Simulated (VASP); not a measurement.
Band structure of PdP (relaxed from the wurtzite structure, space group P6_3mc). Level of theory: PBEsol GGA, VASP's PBE PAW potentials (set 64) (plane waves; VASP).

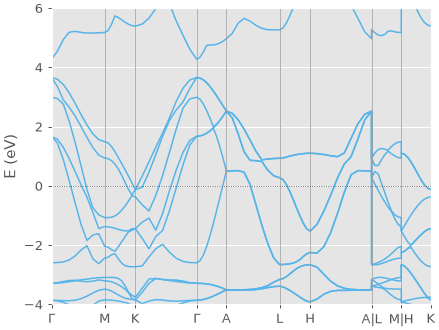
*Bands along high-symmetry lines, zero at the valence-band maximum or, without a gap, the Fermi level*

Read the plot: is there a gap, and where are the band edges?

It has no gap at this level: it comes out as a metal or semimetal. (Edges off the drawn lines would not show.)

The structure was generated: PdP was put into the wurtzite type (P6_3mc), which need not be its known phase. It was relaxed first, which changed the volume by -18 %.
